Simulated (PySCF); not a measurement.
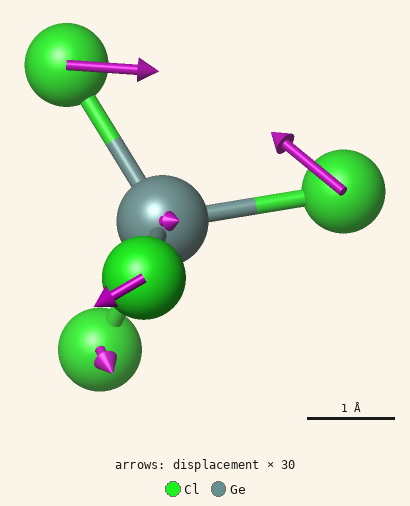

A relaxation of GeCl4. The starting structure is drawn; purple arrows show the displacements, magnified 30 times. The two geometries are superimposed by the best rigid fit.

Style: ball-and-stick. Shown at a tilt.

The start comes from GFN2-xTB. Its atoms were then displaced at random by about 0.01 Å.

The calculation used PySCF, PBE0-D3(BJ)/def2-SVP geometry optimisation, gas phase. 

What happened in the run?

Answer. The atom that moves furthest after the best rigid fit is a Cl atom (0.040 Å). By element the largest moves are Cl 0.040 Å, Ge 0.009 Å. Among the contacts that change: Cl–Ge 2.149 → 2.124 Å, Cl–Ge 2.119 → 2.125 Å. After 5 geometry steps the energy has fallen by 0.22 kcal/mol. Cost: 51 s on 1 thread of Arm Neoverse N1, with other jobs on the host.
